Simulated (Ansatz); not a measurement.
# The perfect GaP wire along [110], 24 atoms a period, H-terminated, part 2 of 4

What gap, if any, does the GaP wire along [110], 24 atoms a period, H-terminated have, and how does it change with the functional and under strain?

Ansatz 0.2.0; DFT PBE, plane waves, PAW; relaxation of a wire's period; PAW set soft_1 (the session's first sound run).

So far: The structure; Relaxation of atoms and period.

## Step 2: Relaxation of atoms and period (continued)

Step by step:

```tsv
step	energy less that of the first step (eV)	largest force component (eV/Å)	pressure (GPa)	volume (Å³)
1	0.0000	1.3568	0.08	1559.62
2	-0.8455	0.4257	-0.08	1586.13
3	-0.9315	0.1904	-0.05	1594.85
4	-0.9480	0.0837	-0.02	1595.54
5	-0.9599	0.0734	-0.01	1595.96
6	-0.9625	0.0814	0.00	1596.11
7	-0.9661	0.0384	-0.01	1595.22
8	-0.9667	0.0137	-0.01	1595.56
9*	-0.9725	0.0138	-0.01	1595.56
```

Relaxation steps marked * repeat the geometry before them on a plane-wave basis chosen anew for their cell, so energy and pressure can jump there.

Forces are held to the 2 operations that the run works with; a distortion that breaks them can't arise in this run.

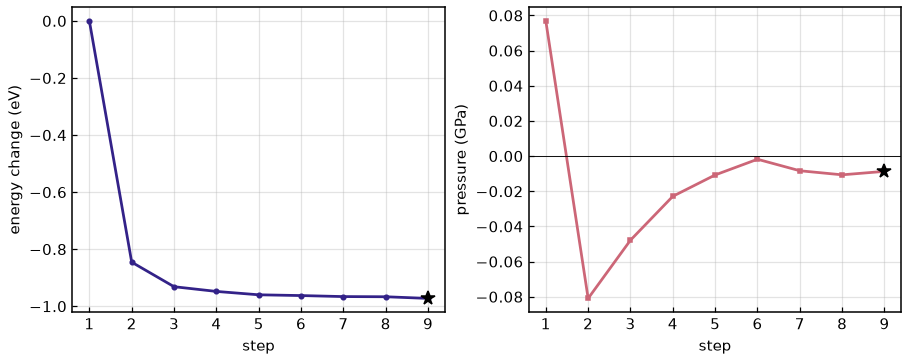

Energy and pressure along the relaxation. Stars mark steps on a basis chosen anew.

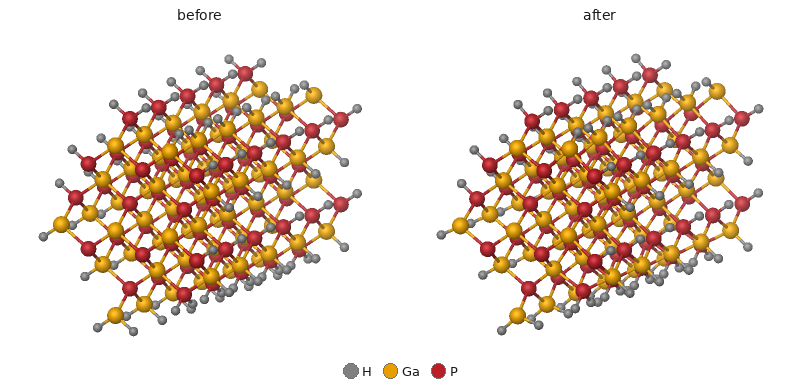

Before and after, at one scale.

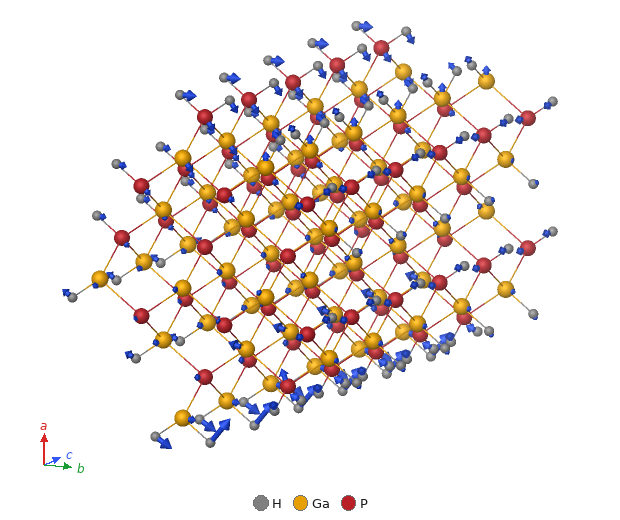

Displacements in the relaxation, exaggerated, measured against the changing cell; the longest in the cell stands for 0.59 Å. 1×1×5 cells are drawn. Some periodic images of atoms are drawn too.

```tsv
cell as run	before	after	change
c (Å)	3.896	3.986	+2.3 %
```

The atoms that moved most (Å, along periodic axes as changes of fractional coordinates times the final cell, across vacuum about the mean position):

```tsv
atom	dx	dy	dz	length
H32	0.454	0.379	0.000	0.591
H1	-0.167	0.295	0.000	0.339
H28	0.007	0.284	0.000	0.284
Ga17	0.062	-0.261	0.000	0.268
P12	0.220	-0.092	0.000	0.239
H29	-0.175	0.122	0.000	0.213
P27	-0.165	0.129	0.000	0.209
H31	0.101	-0.104	-0.139	0.201
```

Final coordinates:

```cif
data_structure
_symmetry_space_group_name_H-M 'P 1'
_symmetry_Int_Tables_number 1
_cell_length_a 20.9350
_cell_length_b 19.1210
_cell_length_c 3.9859
_cell_angle_alpha 90.000
_cell_angle_beta 90.000
_cell_angle_gamma 90.000
_cell_volume 1595.56
loop_
_atom_site_label
_atom_site_type_symbol
_atom_site_fract_x
_atom_site_fract_y
_atom_site_fract_z
_atom_site_occupancy
H1 H 0.15444 0.39701 0.00000 1
Ga2 Ga 0.20553 0.45687 0.00000 1
P3 P 0.40210 0.34431 0.00000 1
H4 H 0.43021 0.16987 0.00000 1
Ga5 Ga 0.46498 0.24215 0.00000 1
Ga6 Ga 0.46792 0.44386 0.00000 1
P7 P 0.66283 0.35234 0.00000 1
H8 H 0.70497 0.29375 0.00000 1
Ga9 Ga 0.72514 0.45562 0.00000 1
H10 H 0.23716 0.64738 0.23523 1
H11 H 0.78098 0.64746 0.32170 1
P12 P 0.28231 0.64802 0.50000 1
P13 P 0.27099 0.44324 0.50000 1
H14 H 0.29741 0.27067 0.50000 1
H15 H 0.29164 0.82380 0.50000 1
Ga16 Ga 0.33527 0.34132 0.50000 1
Ga17 Ga 0.34053 0.53730 0.50000 1
Ga18 Ga 0.33679 0.75892 0.50000 1
P19 P 0.53113 0.24876 0.50000 1
P20 P 0.53505 0.65338 0.50000 1
P21 P 0.53380 0.44923 0.50000 1
H22 H 0.55816 0.82460 0.50000 1
H23 H 0.57385 0.19068 0.50000 1
Ga24 Ga 0.59695 0.34793 0.50000 1
Ga25 Ga 0.59954 0.55117 0.50000 1
Ga26 Ga 0.60060 0.75683 0.50000 1
P27 P 0.79030 0.45578 0.50000 1
H28 H 0.83793 0.40285 0.50000 1
H29 H 0.82925 0.51650 0.50000 1
H30 H 0.78098 0.64746 0.67830 1
H31 H 0.23716 0.64738 0.76477 1
H32 H 0.18409 0.53633 0.00000 1
P33 P 0.40481 0.54773 0.00000 1
P34 P 0.40031 0.74726 0.00000 1
H35 H 0.43992 0.80777 0.00000 1
Ga36 Ga 0.47125 0.64837 0.00000 1
P37 P 0.66426 0.55664 0.00000 1
P38 P 0.66432 0.74594 0.00000 1
H39 H 0.70078 0.80895 0.00000 1
Ga40 Ga 0.74082 0.65289 0.00000 1
```

Numbers from this step:

- energy at zero smearing: -54723.5866 eV
- cell length along the wire: 3.986 Å

The cell's length comes to 3.986 Å with spin left out.

## Step 3: Bands of the perfect wire

This step: DFT PBE, plane waves, PAW; bands of a perfect wire; PAW set soft_1 (Ansatz 0.2.0).

At the relaxed period the bands are computed along the axis; those that cross an energy going forward count the channels that a perfect wire would open there.

Contents of input.yaml:

```yaml
crystal:
  lattice:
    - [20.935, 0.0, 0.0]
    - [0.0, 19.121, 0.0]
    - [0.0, 0.0, 3.9859293306]
  atoms:
    - { symbol: H, position: [0.154441489, 0.397009114, 0.0] }
    - { symbol: Ga, position: [0.205527088, 0.456871155, 0.0] }
    - { symbol: P, position: [0.402099286, 0.344311417, 0.0] }
    - { symbol: H, position: [0.430211519, 0.169872558, 0.0] }
    - { symbol: Ga, position: [0.46498319, 0.242154705, 0.0] }
    - { symbol: Ga, position: [0.467919276, 0.44386335, 0.0] }
    - { symbol: P, position: [0.662834151, 0.352337072, 0.0] }
    - { symbol: H, position: [0.704971022, 0.293749866, 0.0] }
    - { symbol: Ga, position: [0.725143578, 0.455616723, 0.0] }
    - { symbol: H, position: [0.237158087, 0.647381204, 0.235232827] }
    - { symbol: H, position: [0.780979116, 0.647459819, 0.321701549] }
    - { symbol: P, position: [0.282308183, 0.648016582, 0.5] }
    - { symbol: P, position: [0.270993221, 0.443242942, 0.5] }
    - { symbol: H, position: [0.297413791, 0.270666546, 0.5] }
    - { symbol: H, position: [0.291637302, 0.823800845, 0.5] }
    - { symbol: Ga, position: [0.33527151, 0.341317597, 0.5] }
    - { symbol: Ga, position: [0.340526671, 0.537296912, 0.5] }
    - { symbol: Ga, position: [0.336794166, 0.758923777, 0.5] }
    - { symbol: P, position: [0.531127803, 0.248759887, 0.5] }
    - { symbol: P, position: [0.535048436, 0.65338065, 0.5] }
    - { symbol: P, position: [0.533802437, 0.449226239, 0.5] }
    - { symbol: H, position: [0.558156007, 0.824596831, 0.5] }
    - { symbol: H, position: [0.573853811, 0.190681469, 0.5] }
    - { symbol: Ga, position: [0.596951424, 0.347931105, 0.5] }
    - { symbol: Ga, position: [0.59954219, 0.551172399, 0.5] }
    - { symbol: Ga, position: [0.60060338, 0.756826931, 0.5] }
    - { symbol: P, position: [0.790300589, 0.455778184, 0.5] }
    - { symbol: H, position: [0.837928524, 0.402845301, 0.5] }
    - { symbol: H, position: [0.829254786, 0.516502332, 0.5] }
    - { symbol: H, position: [0.780979116, 0.647459819, 0.678298451] }
    - { symbol: H, position: [0.237158087, 0.647381204, 0.764767173] }
    - { symbol: H, position: [0.184094838, 0.536328956, 0.0] }
    - { symbol: P, position: [0.404809426, 0.547729934, 0.0] }
    - { symbol: P, position: [0.400314663, 0.747257065, 0.0] }
    - { symbol: H, position: [0.439920058, 0.807773865, 0.0] }
    - { symbol: Ga, position: [0.471254759, 0.648371301, 0.0] }
    - { symbol: P, position: [0.664258434, 0.556644424, 0.0] }
    - { symbol: P, position: [0.664317827, 0.745944791, 0.0] }
    - { symbol: H, position: [0.700784216, 0.808945372, 0.0] }
    - { symbol: Ga, position: [0.740824122, 0.652889619, 0.0] }
kpoints:
  mp_grid: { grid: [1, 1, 21] }
  band_path: { path: ["Γ", Z], npoints: 90 }
scf:
  occupations: { method: fermi_dirac, width: 0.05 }
hamiltonian:
  xc: pbe
  pseudopotentials: { kind: paw, azcp: { folder: soft_1 } }
output:
  dos: { e_range: [-5, 4] }
  write_potential: true
  write_density: true
  volumetric_format: npy
```

Run with:

```console
ansatz run input.yaml --threads 4 --pin off --max-ram 16384MiB --backend cpu --events-out ev --progress --plain --runs-dir out
```

Numbers of over 12 decimals in the logs are rounded to 6 here.

Log:

```text
[...]
Crystal: 40 atoms, lattice volume = 1595.560 Å³
Basis set: ecut = 420 eV, 31267 PW (Γ)
Bands: 156, of which v1, the nominal top of the filled ones, is band 116 counted from 1 (115 counted from 0)
Symmetry: 2 space group operations
[...]
k-points: 11 of 21
[...]
SCF iter   1: F=—  HF=-54730.800641 eV  |F-HF|=—  |Δ(HF+E_count)|=         —  Δρ=3.84e-2  dr2=2.39e1  ethr=3.10e-3  ⟨swp⟩=9.5  Hψ=9125  notcnv=0  defer=141
[...]
SCF iter  11: F=-54723.587368 eV  HF=-54723.587368 eV  |F-HF|=4.62e-8  |Δ(HF+E_count)|=   1.92e-7  Δρ=1.84e-6  dr2=7.58e-8  ethr=4.31e-11  ⟨swp⟩=17.7  Hψ=11758  notcnv=0
SCF 1 converged in 11 iterations: F = -54723.587368 eV  dr2 = 7.58e-8
[...]
NSCF: frozen V_eff on 91 k-points
WARN: The output density's exchange-correlation potential varies sharply where the density is thin. Do not read a vacuum level from v_tot or v_xc, or from such a field of the output density. On a cell that repeats whose density bears no net charge and no dipole along the vacuum's axis use v_es (v_loc + v_h of the components); under efield.dipole_correction with no amplitude use v_es + v_field, which holds any externa [...]
SCF converged after 11 iterations
Free energy (F): -54723.587368 eV
[...]
Internal energy: -54723.586291 eV  (E = F + TS)
E sigma→0 (E₀):  -54723.586829 eV
Entropy (-TS):   -0.001077 eV (-0.027 meV/atom)
Fermi energy:    -0.015946 eV
[...]
--- Band table (eV; the first three rows and the last of 11) ---
  k-point 0: bands = [... 112 lower, -1.6839, -1.4489, -1.0973, -0.2181, 0.1839, 0.4484, 0.7206, 0.9938, ... 36 higher]
  k-point 1: bands = [... 112 lower, -1.6795, -1.4363, -1.1736, -0.3315, 0.3139, 0.5686, 0.8541, 1.1098, ... 36 higher]
  k-point 2: bands = [... 112 lower, -1.7051, -1.4887, -1.3141, -0.6047, 0.6564, 0.8745, 1.1910, 1.3861, ... 36 higher]
  k-point 10: bands = [... 112 lower, -2.4335, -2.3955, -2.2782, -2.1240, 1.0123, 1.1135, 1.1426, 1.2152, ... 36 higher]
```

Run time: 7.5 min. Hardware: 4 threads of Intel Xeon Platinum 8223CL at 3.00GHz (Skylake/Cascade Lake), shared host; peak memory 13 GiB; 30 min of CPU time.

The column dr2 measures how far the density is from self-consistency, as an energy; F and HF (Harris–Foulkes) agree once it is small.

This step gave:

| Item | Value |
| --- | --- |
| energy at zero smearing | -54723.5868 eV |
| band gap | 0.4020 eV |

The electronic bands at the labelled points (eV, zero at the Fermi level; v1 is the highest filled band, c1 the lowest empty one):

```tsv
point	v4	v3	v2	v1	c1	c2	c3	c4
Γ	-1.67	-1.43	-1.08	-0.20	0.20	0.46	0.74	1.01
Z	-2.41	-2.40	-2.28	-2.11	1.05	1.10	1.17	1.22
```

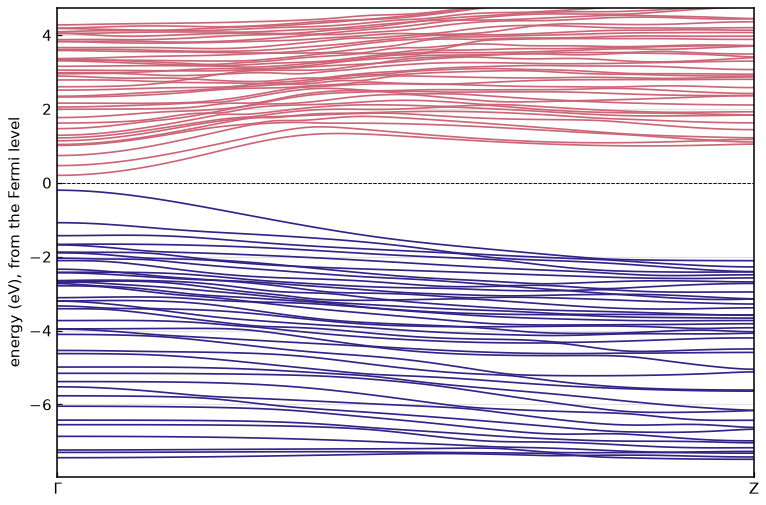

Electronic bands along the path; lines of filled and empty bands in two colours.

The gap is 0.402 eV, with spin left out.

The path shows a direct gap of 0.40 eV (valence top at Γ, conduction bottom at Γ).

## Step 4: Levels at the same atoms, cutoff 500 eV, k-mesh 1×1×16

This step: DFT r2SCAN, plane waves, PAW; bands of a perfect wire at the PBE geometry; PAW set soft_1 (Ansatz 0.2.0).

The atoms stay at the PBE geometry and the functional changes. r2SCAN also reads the kinetic-energy density; it often gives larger moments and wider gaps than PBE, at a higher cost. Against the first PBE run of this kind, the cutoff is 500 eV against 420 and the mesh along the wire has 16 points against 21.

input.yaml, as its differences from that of step 3:

```diff
@@ -47,3 +47,3 @@
 kpoints:
-  mp_grid: { grid: [1, 1, 21] }
+  mp_grid: { grid: [1, 1, 16] }
   band_path: { path: ["Γ", Z], npoints: 90 }
@@ -52,8 +52,3 @@
 hamiltonian:
-  xc: pbe
+  xc: r2scan
   pseudopotentials: { kind: paw, azcp: { folder: soft_1 } }
-output:
-  dos: { e_range: [-5, 4] }
-  write_potential: true
-  write_density: true
-  volumetric_format: npy
```

Log:

```text
[...]
Crystal: 40 atoms, lattice volume = 1595.560 Å³
Basis set: ecut = 500 eV, 40563 PW (Γ), exchange–correlation on 640×576×120 points (64 copies of the dense FFT grid, shifted against one another)
Bands: 156, of which v1, the nominal top of the filled ones, is band 116 counted from 1 (115 counted from 0)
Symmetry: 2 space group operations
[...]
k-points: 9 of 16
[...]
SCF iter   1: F=—  HF=-54859.181828 eV  |F-HF|=—  |Δ(HF+E_count)|=         —  Δρ=3.81e-2  dr2=2.17e1  dr2_τ=3.31e-1  ethr=3.10e-3  ⟨swp⟩=8.8  Hψ=7137  notcnv=0  defer=110
[...]
SCF iter  11: F=-54855.117906 eV  HF=-54855.117906 eV  |F-HF|=4.26e-8  |Δ(HF+E_count)|=   1.81e-7  Δρ=1.23e-6  dr2=3.54e-8  dr2_τ=9.18e-10  ethr=4.31e-11  ⟨swp⟩=16.4  Hψ=9903  notcnv=0
SCF 1 converged in 11 iterations: F = -54855.117906 eV  dr2 = 3.54e-8
[...]
WARN: pass on a band path, mesh or list of k-points: the 91 k-points are solved 32 at a time at the most, because the 14.40 GiB of host memory that the pass is priced against does not hold them all with the solver's workspace as planned. The pass can take longer, above all where fewer k-points are solved at a time than the run has threads. As a rule a larger memory budget leaves room for more at once. The budget is what a run with no `--max-ram-frac` typed is planned for, 0.8 of the host's memory or its container's limit. More memory there lifts it, and so does a share over 0.88 that is typed (of such a share the budget is ten elevenths): [rest of the remark cut]
SCF converged after 11 iterations
Free energy (F): -54855.117906 eV
[...]
Internal energy: -54855.117723 eV  (E = F + TS)
E sigma→0 (E₀):  -54855.117815 eV
Entropy (-TS):   -0.000183 eV (-0.005 meV/atom)
Fermi energy:    -0.059741 eV
[...]
--- Band table (eV; the first three rows and the last of 9) ---
  k-point 0: bands = [... 112 lower, -1.8835, -1.6256, -1.2729, -0.3732, 0.2526, 0.5440, 0.8317, 1.1200, ... 36 higher]
  k-point 1: bands = [... 112 lower, -1.8870, -1.6204, -1.3966, -0.5595, 0.4795, 0.7483, 1.0582, 1.3235, ... 36 higher]
  k-point 2: bands = [... 112 lower, -1.9436, -1.7603, -1.5681, -0.9751, 1.0341, 1.2150, 1.5750, 1.6843, ... 36 higher]
  k-point 8: bands = [... 112 lower, -2.6625, -2.6589, -2.5288, -2.3563, 1.1201, 1.1778, 1.2922, 1.2923, ... 36 higher]
```

The job ended after 13 min (4 threads; peak memory 11 GiB).

Numbers from this step:

- energy at zero smearing: -54855.1178 eV
- band gap: 0.6258 eV

Electronic bands along the path, in eV, zero at the Fermi level; v1 is the highest filled band, c1 the lowest empty one:

```tsv
point	v4	v3	v2	v1	c1	c2	c3	c4
Γ	-1.82	-1.57	-1.21	-0.31	0.31	0.60	0.89	1.18
Z	-2.60	-2.60	-2.47	-2.30	1.18	1.24	1.35	1.35
```

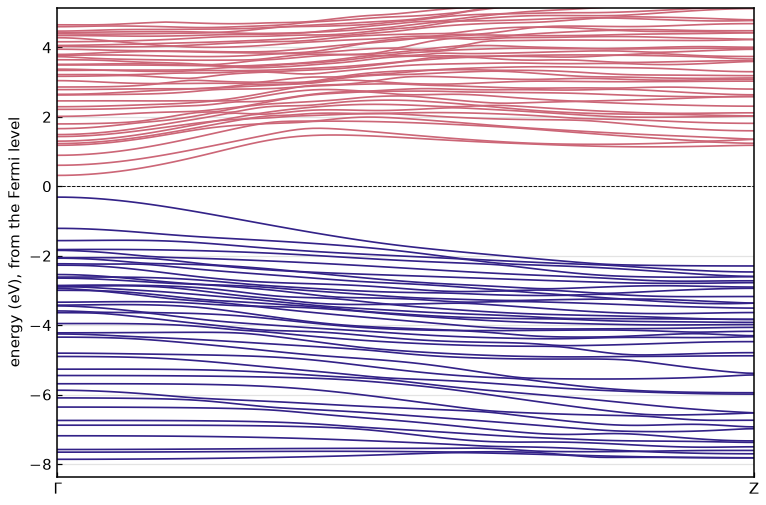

Electronic bands along the path; lines of filled and empty bands in two colours.

The gap is 0.626 eV, against 0.402 eV under PBE at the relaxed period.

## Step 5: Levels at the same atoms, level HSE06, cutoff 420 eV

This step: DFT HSE06, plane waves, PAW; levels of a perfect wire at the PBE geometry; PAW set soft_1 (Ansatz 0.2.0).

The atoms stay at the PBE geometry and the functional changes. HSE06 mixes in a quarter of short-range exact exchange, which removes part of the self-interaction that closes gaps; it is dear, so the mesh is thinner and no path is run. Against the first PBE run of this kind, the mesh along the wire has 8 points against 21.

input.yaml, as its differences from that of step 4:

```diff
@@ -47,4 +47,3 @@
 kpoints:
-  mp_grid: { grid: [1, 1, 16] }
-  band_path: { path: ["Γ", Z], npoints: 90 }
+  mp_grid: { grid: [1, 1, 8] }
 scf:
@@ -52,3 +51,3 @@
 hamiltonian:
-  xc: r2scan
+  xc: hse06
   pseudopotentials: { kind: paw, azcp: { folder: soft_1 } }
```

Log:

```text
[...]
Fermi energy:    -0.155703 eV
[...]
--- Band table (eV; the first three rows and the last of 5) ---
  k-point 0: bands = [... 112 lower, -2.1980, -1.9218, -1.5430, -0.7460, 0.4347]
  k-point 1: bands = [... 112 lower, -2.2682, -2.0577, -1.8625, -1.3372, 1.2446]
  k-point 2: bands = [... 112 lower, -2.5281, -2.4110, -2.2623, -2.1251, 1.5656]
  k-point 4: bands = [... 112 lower, -3.0179, -2.9924, -2.8761, -2.6991, 1.3165]
  guard bands above this table: 39 of the run's 156 bands. The solve was not asked for them (output.publish_guard_bands: true or output.eigenvalues: true publishes all)
[key lines of the parts left out:]
Free energy (F): -54736.388039 eV
```

Run time: 17 min. Hardware: 4 threads; peak memory 7.7 GiB; 65 min of CPU time.

Numbers from this step:

```yaml
band_gap: 1.181 eV
```

The gap is 1.18 eV, against 0.402 eV under PBE at the relaxed period.

[end of part 2 of 4]

[Logs are printed without paths, hosts, clocks, repeated set-up lines and the standing remarks that a program may print on its own settings, such as how far it seeks lower states.]

[Hosts, paths, dates, database ids (printed as entryN), source tags and the programs' standing remarks are cut or masked in the printed files.]
